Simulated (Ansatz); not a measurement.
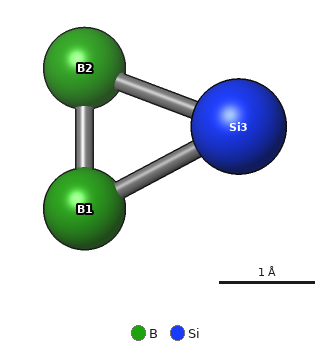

**Figure 1.** The input geometry of the first run (ball-and-stick view, seen at a tilt; atoms are numbered from 1 in the order of the input).

# Two runs on B2Si

System: B2Si.
Method of the first run: RHF-CCSD(T), frozen core/def2-TZVPP (Ansatz 0.2.0).

The geometry comes from this level: r2SCAN-D4/def2-TZVP. Text and figures count atoms from 1; the logs count them from 0 in places.

**Input file, the first run**
```yaml
crystal:
  periodic: [false, false, false]
  atoms:
    - {symbol: B, position_ang: [0.028393, 0.855917, 0.415395]}
    - {symbol: B, position_ang: [-0.645680, 0.085164, -0.694117]}
    - {symbol: Si, position_ang: [0.617287, -0.941081, 0.278721]}
basis:
  gaussian: {orbitals: def2-TZVPP, initial_orbitals: start.molden}
correlation: {method: ccsd_t}
scf: {omitted_lower_state_checks: [starts]}
output: {orbitals: {seedname: orbitals}}
```

Command:
```bash
ansatz run in.yaml --threads 4 --pin off --events-out ev --progress --plain --max-ram 3916MiB
```

Hardware: 4 threads of Arm Neoverse N1, 23 GiB of memory available, shared host.

**Output (the first run)**
```
Functional definition: HF
  exchange = exact_x
  correlation = 0
these checks for a lower state are left out or cut short: starts
639 factors; integrals over basis functions are off by at most 7.7e-4 eV
mean field evaluation 1: about -9198.9430 eV, gradient 2.0e1 eV
mean field evaluation 2: about -9199.3473 eV, gradient 6.4e-1 eV
mean field evaluation 4: about -9199.3745 eV, gradient 9.6e-2 eV
mean field evaluation 8: about -9199.3746 eV, gradient 2.1e-6 eV
mean field evaluation 16: about -9196.6050 eV, gradient 3.0e0 eV
mean field -9199.37458039 eV, -338.0707802693 hartree, gradient 3.4e-6 eV, S^2 0.000000; 1 other end points of the search recorded, 0 dependent functions left out; unrestricted orbitals would lower it
mean field evaluation 32: about -9199.4273 eV, gradient 4.8e0 eV
determinant -9199.37458039 eV, -338.0707802693 hartree, with singles and doubles -9208.22265241 eV, -338.3959409187 hartree
determinant -9196.06580686 eV, -337.9491850848 hartree, with singles and doubles -9203.96332637 eV, -338.2394135738 hartree
7 core orbitals not correlated: weight in the atoms' cores, before any rotation towards them, 1.000 or more for the frozen orbitals, at most 0.000 for the correlated occupied ones
reference -9199.37458039 eV, -338.0707802693 hartree; 5, 5 occupied and 92, 92 virtual orbitals, 639 factors
second order -8.42227068 eV of doubles, -0.00000000 eV of singles
cycle   1  -8.66377599 eV  change   -3.0e-1 eV  update   2.8e-2
cycle   2  -8.70747212 eV  change   -4.4e-2 eV  update   1.1e-2
cycle   3  -8.69436981 eV  change    1.3e-2 eV  update   7.0e-3
cycle   4  -8.70041360 eV  change   -6.0e-3 eV  update   5.6e-3
cycle   5  -8.70569259 eV  change   -5.3e-3 eV  update   3.6e-3
cycle   6  -8.70844546 eV  change   -2.8e-3 eV  update   1.5e-3
cycle   7  -8.71096035 eV  change   -2.5e-3 eV  update   6.5e-4
cycle   8  -8.71178222 eV  change   -8.2e-4 eV  update   2.4e-4
cycle   9  -8.71185280 eV  change   -7.1e-5 eV  update   9.0e-5
cycle  10  -8.71186704 eV  change   -1.4e-5 eV  update   3.3e-5
cycle  11  -8.71187223 eV  change   -5.2e-6 eV  update   1.2e-5
perturbative correction -0.88331946 eV, -0.0324613916 hartree
Total energy: -9208.96977208 eV, -338.4233970600 hartree
Checks for a lower state left out: starts
```

For the second run the input was changed thus:
```diff
+total_charge: 1
+magnetization: {spin_polarized: true, initial_magnetization: 1}
-scf: {omitted_lower_state_checks: [starts]}
+scf: {omitted_lower_state_checks: [starts, cluster_reference]}
```

Predict how the results change.

The two differ by one electron: at this geometry, removing it changes the energy by 10.09 eV. The HOMO goes from −8.88 to −16.53 eV. The LUMO goes from −0.86 to −7.63 eV.

**Output (the second run)**
```
Functional definition: HF
  exchange = exact_x
  correlation = 0
these checks for a lower state are left out or cut short: starts, cluster_reference
639 factors; integrals over basis functions are off by at most 7.7e-4 eV
mean field evaluation 1: about -9191.0522 eV, gradient 1.4e1 eV
mean field evaluation 2: about -9191.5278 eV, gradient 6.7e-1 eV
mean field evaluation 4: about -9191.5579 eV, gradient 2.3e-1 eV
mean field evaluation 8: about -9191.5586 eV, gradient 1.5e-4 eV
mean field evaluation 16: about -9191.7238 eV, gradient 1.4e0 eV
mean field evaluation 32: about -9191.8781 eV, gradient 8.5e-3 eV
mean field -9191.87811282 eV, -337.7952901676 hartree, gradient 9.6e-7 eV, S^2 2.158150; 0 other end points of the search recorded, 0 dependent functions left out
7 core orbitals not correlated: weight in the atoms' cores, before any rotation towards them, 1.000 or more for the frozen orbitals, at most 0.000 for the correlated occupied ones
reference -9191.87811282 eV, -337.7952901676 hartree; 5, 4 occupied and 92, 93 virtual orbitals, 639 factors
second order -4.84830595 eV of doubles, -0.00000000 eV of singles
cycle   1  -5.40877681 eV  change   -5.6e-1 eV  update   1.1e-1
cycle   2  -5.87990799 eV  change   -4.7e-1 eV  update   6.7e-2
cycle   3  -6.06703397 eV  change   -1.9e-1 eV  update   5.0e-2
cycle   4  -6.25112978 eV  change   -1.8e-1 eV  update   3.6e-2
cycle   5  -6.38008420 eV  change   -1.3e-1 eV  update   2.0e-2
cycle   6  -6.41938670 eV  change   -3.9e-2 eV  update   8.5e-3
cycle   7  -6.43190152 eV  change   -1.3e-2 eV  update   4.6e-3
cycle   8  -6.43906591 eV  change   -7.2e-3 eV  update   2.6e-3
cycle   9  -6.43867169 eV  change    3.9e-4 eV  update   1.4e-3
cycle  10  -6.43928090 eV  change   -6.1e-4 eV  update   8.0e-4
cycle  11  -6.43949790 eV  change   -2.2e-4 eV  update   4.8e-4
cycle  12  -6.43902537 eV  change    4.7e-4 eV  update   3.3e-4
cycle  13  -6.43889765 eV  change    1.3e-4 eV  update   2.5e-4
cycle  14  -6.43879831 eV  change    9.9e-5 eV  update   2.0e-4
cycle  15  -6.43908841 eV  change   -2.9e-4 eV  update   1.3e-4
cycle  16  -6.43917228 eV  change   -8.4e-5 eV  update   8.3e-5
cycle  17  -6.43913256 eV  change    4.0e-5 eV  update   5.0e-5
cycle  18  -6.43903371 eV  change    9.9e-5 eV  update   3.4e-5
cycle  19  -6.43900221 eV  change    3.1e-5 eV  update   1.9e-5
cycle  20  -6.43901189 eV  change   -9.7e-6 eV  update   1.3e-5
cycle  21  -6.43903166 eV  change   -2.0e-5 eV  update   8.4e-6
cycle  22  -6.43904635 eV  change   -1.5e-5 eV  update   4.4e-6
cycle  23  -6.43905200 eV  change   -5.6e-6 eV  update   2.6e-6
perturbative correction -0.56643697 eV, -0.0208161746 hartree
WARN: the results are in doubt because among natural orbitals full CI differs from the method by -0.134 eV
Total energy: -9198.88360179 eV, -338.0527371387 hartree
In doubt: among natural orbitals full CI differs from the method by -0.134 eV
Checks for a lower state left out: starts, cluster_reference
```

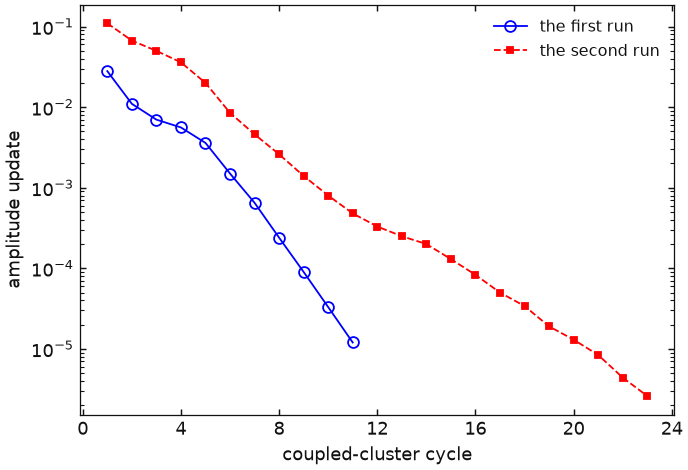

**Figure 2.** Convergence of the two runs: amplitude update against the coupled-cluster cycle. The first run takes 11 cycles in all, and the second run takes 23.

**The two runs side by side**

| quantity | the first run | the second run |
| --- | --- | --- |
| outcome | converged | converged |
| total energy (hartree) | −338.423397 | −338.052737 |
| HOMO (eV) | −8.88 | −16.53 |
| LUMO (eV) | −0.86 | −7.63 |
| ⟨S²⟩ | – | 2.158 |
| wall time (shared host) | 1.9 s | 4.1 s |

For the second run: ⟨S²⟩ is 2.16 against 0.75 for a pure state: the solution is spin-contaminated.
